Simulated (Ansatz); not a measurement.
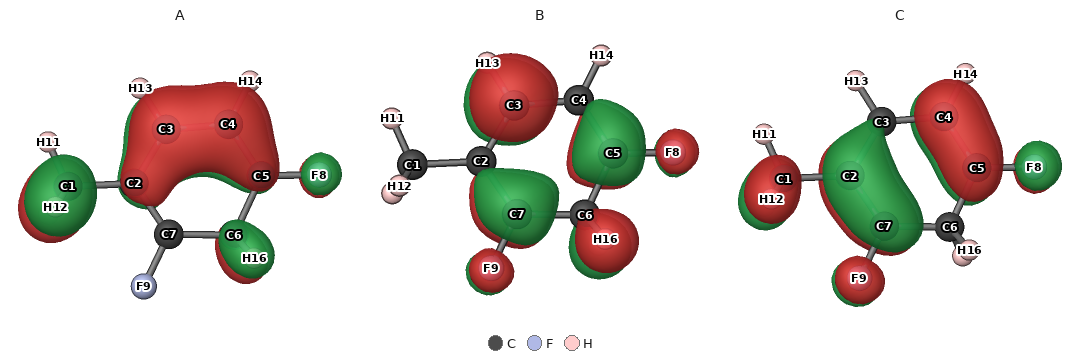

Figure 1: C7H7F2 (SMILES CC1=CC=C(F)C[C+]1F) (charge +1). Three frontier orbitals at ±0.1 Å⁻³ᐟ² (green and red are the two phases), in no order.

Geometry: r2SCAN-D4/def2-SVP.

These are results of Ansatz 0.2.0, isolated molecule in a Gaussian basis; Kohn-Sham density functional theory, functional PBE0, not measurements.

Input file:

```
crystal:
  periodic: [false, false, false]
  atoms:
    - symbol: C
      position_ang: [-1.023536, 1.642028, -2.050535]
    - symbol: C
      position_ang: [-0.526645, 0.520986, -1.190045]
    - symbol: C
      position_ang: [-1.026378, -0.801784, -1.266654]
    - symbol: C
      position_ang: [-0.589699, -1.886726, -0.478942]
    - symbol: C
      position_ang: [0.400459, -1.656637, 0.441445]
    - symbol: C
      position_ang: [1.012111, -0.328087, 0.627325]
    - symbol: C
      position_ang: [0.469792, 0.722465, -0.253947]
    - symbol: F
      position_ang: [0.856584, -2.604665, 1.205629]
    - symbol: F
      position_ang: [0.997489, 1.905386, -0.103846]
    - symbol: H
      position_ang: [-1.410011, 2.467872, -1.433378]
    - symbol: H
      position_ang: [-1.825622, 1.301008, -2.717077]
    - symbol: H
      position_ang: [-0.208828, 2.052201, -2.667600]
    - symbol: H
      position_ang: [-1.818548, -0.996030, -1.998914]
    - symbol: H
      position_ang: [-1.021262, -2.884076, -0.590639]
    - symbol: H
      position_ang: [0.915156, -0.014652, 1.689452]
    - symbol: H
      position_ang: [2.113076, -0.400100, 0.490324]
basis:
  gaussian:
    orbitals: def2-SVPD
total_charge: 1
hamiltonian:
  xc: pbe0
output: {forces: true, orbitals: {seedname: orbitals}}
```

Command:

```sh
ansatz run input.yaml --threads 4 --pin off --max-ram 7830MiB --events-out events.jsonl --progress --plain --runs-dir runs
```

**Which picture is the HOMO−1, the HOMO and the LUMO?**

A is the HOMO−1 (−14.69 eV). By Hirshfeld shares it lies mainly on C3 (about 25 %), C4 (about 25 %), C1 (about 10 %), C2 (about 5 %) and C5 (about 5 %). C is the HOMO (−12.60 eV). Its weight (Hirshfeld) is mainly on C2 (about 20 %), C7 (about 15 %), C4 (about 15 %), C5 (about 15 %), F9 (about 5 %) and F8 (about 5 %). B is the LUMO (−8.48 eV). Its weight (Hirshfeld) is mainly on C3 (about 25 %), C7 (about 20 %), C5 (about 15 %), C6 (about 5 %), C2 (about 5 %) and C4 (about 5 %).

**What is the HOMO–LUMO gap?**

4.12 eV between the orbital energies.
